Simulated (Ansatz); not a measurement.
## Molecular dynamics, with input and output: AlSbH₃ClO (part 5 of 5)

The same run, continued: AlSbH₃ClO; RHF/def2-SVP (Ansatz 0.2.0). It belongs to a series of runs on one base structure; here: dynamics from the highest image of the converged band.

Geometry of the input (Å):
```
O  -0.6939  1.3488  -0.4165
Al 0.2708  0.7881  0.9862
Sb 0.7194  -1.9270  0.9197
Cl -0.5784  -1.9685  -1.1317
H  -1.3316  1.1291  -1.0919
H  -0.5368  2.2475  0.5560
H  2.2116  -1.6861  0.1324
```

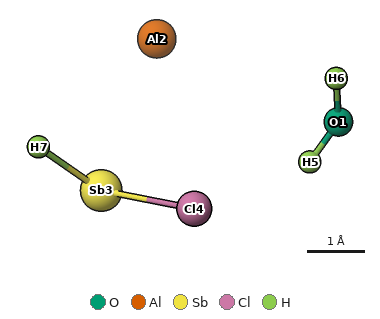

*The geometry at step 176 of the log (ball-and-stick view, seen at a tilt; atoms are numbered from 1 in the order of the input).*

**Trajectory as extended XYZ, continued**
```
7
Properties=species:S:1:pos:R:3:forces:R:3 step=152 time_fs=76.0 energy=-27673.18420 temperature=1329.9
O    -1.6968    1.1488   -1.0850    1.6745  -3.9721  -0.9908
Al    1.0587    1.1613    1.6564   -0.3400  -0.8984  -0.3962
Sb    0.6627   -1.9912    0.8985    0.8128   0.7987   0.6650
Cl   -0.5142   -1.8772   -1.1988   -0.1770   0.0298  -0.5585
H    -1.4690    0.1740   -1.2524   -2.6209   1.0779   2.2636
H    -0.9966    1.1472   -1.7108    0.9895   3.0266  -1.1233
H     2.2303   -1.8933    0.1620   -0.3388  -0.0626   0.1403
7
Properties=species:S:1:pos:R:3:forces:R:3 step=154 time_fs=77.0 energy=-27673.05477 temperature=1143.5
O    -1.7044    1.1402   -1.0985   -2.1065  -3.0508   2.4851
Al    1.0675    1.1627    1.6645   -0.3267  -0.9052  -0.3992
Sb    0.6617   -1.9908    0.8976    0.8811   0.7797   0.6767
Cl   -0.5124   -1.8754   -1.1974   -0.1847   0.0427  -0.5756
H    -1.4798    0.1928   -1.2311   -2.4711  -0.2617   2.1689
H    -1.0526    1.1469   -1.6833    4.6124   3.4374  -4.5192
H     2.2377   -1.9234    0.1647   -0.4045  -0.0422   0.1634
7
Properties=species:S:1:pos:R:3:forces:R:3 step=156 time_fs=78.0 energy=-27673.29776 temperature=1515.9
O    -1.7130    1.1297   -1.1107   -2.6149  -1.3598   2.8951
Al    1.0762    1.1637    1.6726   -0.3158  -0.9136  -0.4048
Sb    0.6608   -1.9903    0.8968    0.9009   0.7585   0.6996
Cl   -0.5107   -1.8737   -1.1962   -0.1906   0.0459  -0.5763
H    -1.5139    0.2091   -1.1892   -1.7849  -1.6340   1.6857
H    -1.0669    1.1791   -1.6968    4.4305   3.1221  -4.4654
H     2.2413   -1.9540    0.1689   -0.4252  -0.0191   0.1660
7
Properties=species:S:1:pos:R:3:forces:R:3 step=158 time_fs=79.0 energy=-27673.77198 temperature=2230.4
O    -1.7231    1.1184   -1.1212    0.4251   0.9037  -0.0932
Al    1.0848    1.1644    1.6804   -0.3089  -0.9217  -0.4139
Sb    0.6599   -1.9898    0.8961    0.8741   0.7357   0.7418
Cl   -0.5090   -1.8719   -1.1952   -0.1955   0.0374  -0.5709
H    -1.5650    0.2101   -1.1314   -0.8570  -2.3269   0.9780
H    -1.0413    1.2404   -1.7507    0.4620   1.5675  -0.7889
H     2.2408   -1.9847    0.1747   -0.3998   0.0043   0.1471
7
Properties=species:S:1:pos:R:3:forces:R:3 step=160 time_fs=80.0 energy=-27673.81240 temperature=2300.0
O    -1.7329    1.1077   -1.1318    2.6219   2.0918  -2.2685
Al    1.0933    1.1647    1.6881   -0.3049  -0.9283  -0.4256
Sb    0.6591   -1.9892    0.8954    0.8055   0.7125   0.8066
Cl   -0.5074   -1.8701   -1.1943   -0.1994   0.0180  -0.5662
H    -1.6245    0.1899   -1.0642   -0.1319  -1.4743   0.2253
H    -1.0104    1.3164   -1.8127   -2.4604  -0.4453   2.1206
H     2.2366   -2.0153    0.1820   -0.3309   0.0256   0.1078
7
Properties=species:S:1:pos:R:3:forces:R:3 step=162 time_fs=81.0 energy=-27673.55811 temperature=1914.9
O    -1.7413    1.0981   -1.1436    3.1069   1.7001  -2.6305
Al    1.1017    1.1647    1.6957   -0.3016  -0.9334  -0.4386
Sb    0.6584   -1.9885    0.8948    0.7010   0.6918   0.8893
Cl   -0.5059   -1.8683   -1.1936   -0.2019  -0.0069  -0.5629
H    -1.6853    0.1562   -0.9949    0.3894   0.4592  -0.6186
H    -1.0018    1.3885   -1.8556   -3.4689  -1.9532   3.3093
H     2.2292   -2.0457    0.1902   -0.2248   0.0424   0.0520
7
Properties=species:S:1:pos:R:3:forces:R:3 step=164 time_fs=82.0 energy=-27673.32724 temperature=1562.2
O    -1.7478    1.0895   -1.1570    2.4875   0.9422  -1.8999
Al    1.1100    1.1644    1.7031   -0.2971  -0.9379  -0.4506
Sb    0.6578   -1.9878    0.8942    0.5692   0.6772   0.9797
Cl   -0.5044   -1.8665   -1.1930   -0.2038  -0.0268  -0.5593
H    -1.7424    0.1267   -0.9315    0.8670   2.0997  -1.4532
H    -1.0259    1.4422   -1.8674   -3.3306  -2.8077   3.3977
H     2.2196   -2.0757    0.1989   -0.0923   0.0533  -0.0143
7
Properties=species:S:1:pos:R:3:forces:R:3 step=166 time_fs=83.0 energy=-27673.29591 temperature=1511.2
O    -1.7528    1.0815   -1.1715    1.0082   0.3652  -0.4519
Al    1.1181    1.1638    1.7104   -0.2895  -0.9420  -0.4597
Sb    0.6572   -1.9870    0.8937    0.4239   0.6706   1.0665
Cl   -0.5030   -1.8647   -1.1926   -0.2057  -0.0336  -0.5550
H    -1.7912    0.1167   -0.8819    1.2723   2.8227  -2.0540
H    -1.0812    1.4696   -1.8472   -2.2598  -2.9408   2.5370
H     2.2092   -2.1053    0.2075    0.0506   0.0579  -0.0830
7
Properties=species:S:1:pos:R:3:forces:R:3 step=168 time_fs=84.0 energy=-27673.34988 temperature=1582.1
O    -1.7573    1.0738   -1.1863   -1.7794  -0.5131   2.1638
Al    1.1262    1.1628    1.7175   -0.2777  -0.9457  -0.4644
Sb    0.6566   -1.9862    0.8933    0.2852   0.6709   1.1399
Cl   -0.5016   -1.8630   -1.1923   -0.2073  -0.0254  -0.5512
H    -1.8280    0.1332   -0.8517    1.5045   2.5621  -2.2442
H    -1.1574    1.4695   -1.8037    0.2919  -1.8070   0.1007
H     2.1993   -2.1342    0.2153    0.1828   0.0581  -0.1446
7
Properties=species:S:1:pos:R:3:forces:R:3 step=170 time_fs=85.0 energy=-27673.11211 temperature=1219.5
O    -1.7629    1.0657   -1.1996   -5.8867  -1.8228   5.9482
Al    1.1341    1.1614    1.7244   -0.2634  -0.9495  -0.4657
Sb    0.6560   -1.9853    0.8930    0.1754   0.6749   1.1908
Cl   -0.5003   -1.8612   -1.1922   -0.2059  -0.0074  -0.5488
H    -1.8506    0.1735   -0.8426    1.4841   1.0817  -1.8140
H    -1.2296    1.4532   -1.7604    4.4145   0.9660  -4.1211
H     2.1911   -2.1626    0.2217    0.2820   0.0571  -0.1894
7
Properties=species:S:1:pos:R:3:forces:R:3 step=172 time_fs=86.0 energy=-27672.88968 temperature=888.7
O    -1.7720    1.0566   -1.2096   -7.1066   0.0260   6.2550
Al    1.1420    1.1598    1.7311   -0.2522  -0.9548  -0.4668
Sb    0.6555   -1.9844    0.8928    0.1141   0.6776   1.2134
Cl   -0.4990   -1.8594   -1.1922   -0.1977   0.0102  -0.5478
H    -1.8590    0.2231   -0.8504    1.2156  -2.0191  -0.5408
H    -1.2611    1.4453   -1.7551    5.8965   2.2009  -5.7026
H     2.1855   -2.1905    0.2263    0.3304   0.0592  -0.2104
7
Properties=species:S:1:pos:R:3:forces:R:3 step=174 time_fs=87.0 energy=-27673.06177 temperature=1139.1
O    -1.7851    1.0477   -1.2160   -3.4388   5.8614   1.0866
Al    1.1498    1.1578    1.7377   -0.2473  -0.9586  -0.4706
Sb    0.6549   -1.9834    0.8927    0.1160   0.6709   1.2113
Cl   -0.4978   -1.8576   -1.1924   -0.1862   0.0178  -0.5501
H    -1.8559    0.2531   -0.8631    1.0262  -5.2926   0.8923
H    -1.2396    1.4558   -1.8007    2.4121  -0.3675  -1.9654
H     2.1831   -2.2177    0.2290    0.3179   0.0687  -0.2041
7
Properties=species:S:1:pos:R:3:forces:R:3 step=176 time_fs=88.0 energy=-27673.17501 temperature=1318.8
O    -1.8003    1.0421   -1.2216   -0.4449   7.3902  -2.0364
Al    1.1574    1.1554    1.7441   -0.2456  -0.9551  -0.4760
Sb    0.6544   -1.9823    0.8927    0.1856   0.6455   1.1954
Cl   -0.4966   -1.8559   -1.1927   -0.1784   0.0097  -0.5606
H    -1.8425    0.2350   -0.8685    1.2595  -4.5972   0.5567
H    -1.1946    1.4633   -1.8655   -0.8222  -2.5821   1.4932
H     2.1837   -2.2444    0.2297    0.2459   0.0890  -0.1724
7
Properties=species:S:1:pos:R:3:forces:R:3 step=178 time_fs=89.0 energy=-27673.22829 temperature=1401.1
O    -1.8159    1.0409   -1.2283    0.9317   4.0812  -1.8954
Al    1.1650    1.1527    1.7504   -0.2436  -0.9431  -0.4806
Sb    0.6539   -1.9812    0.8928    0.3090   0.6008   1.1749
Cl   -0.4955   -1.8541   -1.1932   -0.1756  -0.0124  -0.5817
H    -1.8173    0.1751   -0.8694    1.3350  -0.6592  -1.0546
H    -1.1564    1.4470   -1.9173   -2.2855  -3.1875   2.9597
H     2.1866   -2.2701    0.2287    0.1291   0.1203  -0.1222
7
Properties=species:S:1:pos:R:3:forces:R:3 step=180 time_fs=90.0 energy=-27673.23321 temperature=1414.5
O    -1.8310    1.0420   -1.2362    1.7690   0.5961  -1.1539
Al    1.1725    1.1497    1.7564   -0.2404  -0.9270  -0.4830
Sb    0.6534   -1.9801    0.8930    0.4577   0.5449   1.1532
Cl   -0.4944   -1.8523   -1.1938   -0.1752  -0.0371  -0.6117
H    -1.7796    0.1082   -0.8799    0.8955   2.5051  -2.0519
H    -1.1394    1.4007   -1.9414   -2.6979  -2.8408   3.2107
H     2.1908   -2.2947    0.2266   -0.0087   0.1589  -0.0634
7
Properties=species:S:1:pos:R:3:forces:R:3 step=182 time_fs=91.0 energy=-27673.36349 temperature=1615.6
O    -1.8449    1.0436   -1.2448    2.0538  -1.7852  -0.3919
Al    1.1800    1.1463    1.7623   -0.2360  -0.9111  -0.4827
Sb    0.6530   -1.9789    0.8932    0.6001   0.4887   1.1294
Cl   -0.4934   -1.8506   -1.1946   -0.1737  -0.0516  -0.6459
H    -1.7335    0.0642   -0.9095    0.1825   3.9643  -2.1387
H    -1.1478    1.3277   -1.9354   -2.2842  -1.9049   2.5356
H     2.1948   -2.3178    0.2239   -0.1424   0.1998  -0.0058
7
Properties=species:S:1:pos:R:3:forces:R:3 step=184 time_fs=92.0 energy=-27673.59185 temperature=1960.2
O    -1.8577    1.0442   -1.2535    1.2077  -3.2893   0.9454
Al    1.1873    1.1427    1.7681   -0.2302  -0.8984  -0.4801
Sb    0.6526   -1.9777    0.8936    0.7101   0.4415   1.1003
Cl   -0.4925   -1.8488   -1.1956   -0.1686  -0.0476  -0.6773
H    -1.6856    0.0574   -0.9592   -0.5988   4.0486  -1.5545
H    -1.1773    1.2366   -1.9058   -0.6685  -0.4923   0.6226
H     2.1975   -2.3390    0.2211   -0.2518   0.2377   0.0435
7
Properties=species:S:1:pos:R:3:forces:R:3 step=186 time_fs=93.0 energy=-27673.62535 temperature=2009.7
O    -1.8699    1.0428   -1.2617   -0.9120  -3.4484   2.8272
Al    1.1945    1.1387    1.7736   -0.2234  -0.8905  -0.4767
Sb    0.6522   -1.9764    0.8940    0.7728   0.4091   1.0650
Cl   -0.4915   -1.8471   -1.1967   -0.1629  -0.0203  -0.6975
H    -1.6435    0.0884   -1.0234   -1.2726   2.6620  -0.3585
H    -1.2124    1.1410   -1.8711    2.1212   1.0203  -2.4391
H     2.1978   -2.3579    0.2187   -0.3230   0.2678   0.0796
7
Properties=species:S:1:pos:R:3:forces:R:3 step=188 time_fs=94.0 energy=-27673.40815 temperature=1679.6
O    -1.8825    1.0394   -1.2682   -2.0919  -1.3015   2.9367
Al    1.2017    1.1343    1.7790   -0.2178  -0.8860  -0.4742
Sb    0.6519   -1.9752    0.8946    0.7850   0.3919   1.0311
Cl   -0.4907   -1.8453   -1.1981   -0.1616   0.0255  -0.7036
H    -1.6132    0.1439   -1.0907   -1.4575  -0.5073   1.3026
H    -1.2280    1.0547   -1.8590    3.4931   1.9910  -4.1912
H     2.1951   -2.3742    0.2171   -0.3494   0.2864   0.0987
7
Properties=species:S:1:pos:R:3:forces:R:3 step=190 time_fs=95.0 energy=-27673.14204 temperature=1269.5
O    -1.8963    1.0353   -1.2731   -0.5828   1.8242   0.1118
Al    1.2088    1.1297    1.7842   -0.2149  -0.8819  -0.4741
Sb    0.6517   -1.9738    0.8952    0.7515   0.3872   1.0117
Cl   -0.4898   -1.8436   -1.1996   -0.1608   0.0645  -0.6995
H    -1.5964    0.1939   -1.1457   -0.9445  -4.3123   2.7277
H    -1.2125    0.9873   -1.8848    1.4810   2.6268  -2.7761
H     2.1890   -2.3878    0.2164   -0.3295   0.2915   0.0984
7
Properties=species:S:1:pos:R:3:forces:R:3 step=192 time_fs=96.0 energy=-27672.95275 temperature=982.0
O    -1.9104    1.0322   -1.2780    1.8585   2.3857  -2.5461
Al    1.2158    1.1247    1.7893   -0.2148  -0.8755  -0.4763
Sb    0.6515   -1.9725    0.8959    0.6790   0.3917   1.0163
Cl   -0.4890   -1.8418   -1.2013   -0.1525   0.0700  -0.6901
H    -1.5889    0.2046   -1.1753   -0.7157  -5.1875   3.0537
H    -1.1832    0.9449   -1.9367   -1.1884   2.9330  -0.4354
H     2.1799   -2.3986    0.2167   -0.2660   0.2826   0.0778
7
Properties=species:S:1:pos:R:3:forces:R:3 step=194 time_fs=97.0 energy=-27672.96031 temperature=989.0
O    -1.9234    1.0303   -1.2842    4.1434  -0.2145  -3.6111
Al    1.2228    1.1195    1.7942   -0.2164  -0.8664  -0.4804
Sb    0.6514   -1.9711    0.8966    0.5731   0.4041   1.0450
Cl   -0.4883   -1.8401   -1.2033   -0.1351   0.0393  -0.6765
H    -1.5888    0.1680   -1.1763   -1.4156  -2.3344   2.3949
H    -1.1644    0.9302   -1.9932   -2.7846   2.7112   1.2892
H     2.1682   -2.4068    0.2176   -0.1647   0.2606   0.0388
7
Properties=species:S:1:pos:R:3:forces:R:3 step=196 time_fs=98.0 energy=-27673.01769 temperature=1080.1
O    -1.9339    1.0284   -1.2927    5.3744  -2.9288  -3.6182
Al    1.2296    1.1139    1.7989   -0.2185  -0.8566  -0.4855
Sb    0.6514   -1.9697    0.8975    0.4398   0.4247   1.0868
Cl   -0.4876   -1.8383   -1.2054   -0.1152  -0.0043  -0.6547
H    -1.6022    0.1092   -1.1545   -2.0567   0.9433   1.4213
H    -1.1718    0.9412   -2.0378   -3.3894   2.1941   2.2642
H     2.1549   -2.4124    0.2190   -0.0344   0.2275  -0.0138
7
Properties=species:S:1:pos:R:3:forces:R:3 step=198 time_fs=99.0 energy=-27673.16566 temperature=1311.2
O    -1.9412    1.0247   -1.3032    5.1946  -4.2411  -2.9175
Al    1.2364    1.1080    1.8034   -0.2197  -0.8491  -0.4908
Sb    0.6513   -1.9682    0.8984    0.2879   0.4529   1.1221
Cl   -0.4869   -1.8365   -1.2076   -0.0986  -0.0345  -0.6169
H    -1.6349    0.0587   -1.1191   -2.1095   2.9339   0.4951
H    -1.2111    0.9733   -2.0612   -3.1657   1.5505   2.4796
H     2.1413   -2.4159    0.2202    0.1110   0.1873  -0.0717
7
Properties=species:S:1:pos:R:3:forces:R:3 step=200 time_fs=100.0 energy=-27673.46138 temperature=1762.7
O    -1.9455    1.0186   -1.3155    3.4978  -4.2735  -1.2247
Al    1.2431    1.1018    1.8078   -0.2189  -0.8459  -0.4953
Sb    0.6513   -1.9668    0.8995    0.1324   0.4854   1.1312
Cl   -0.4862   -1.8347   -1.2101   -0.0860  -0.0412  -0.5558
H    -1.6876    0.0354   -1.0788   -1.6778   3.6846  -0.3035
H    -1.2801    1.0201   -2.0615   -1.9001   0.8446   1.5724
H     2.1288   -2.4176    0.2207    0.2526   0.1461  -0.1242
```

**Results in brief**

| quantity | value |
| --- | --- |
| outcome | finished |
| mean temperature over the second half | 1774 K |
| trajectory | 200 steps, 100 fs |
| ensemble | nve |
| temperature in the input | 300.0 K |
| time step | 0.5 fs |
| potential energy (last step) | −27673.4614 eV |
| mean-field energy (last step) | −27673.4614 eV |
| largest force (length of the vector) (last step) | 5.657 eV/Å |
| hardware | 1 thread of Intel Xeon @ 2.70GHz, 189 GiB of memory available, shared host |
| wall time | 10 min |
| peak memory | 0.2 GiB |

**Notes**

So short a trajectory is not equilibrated.
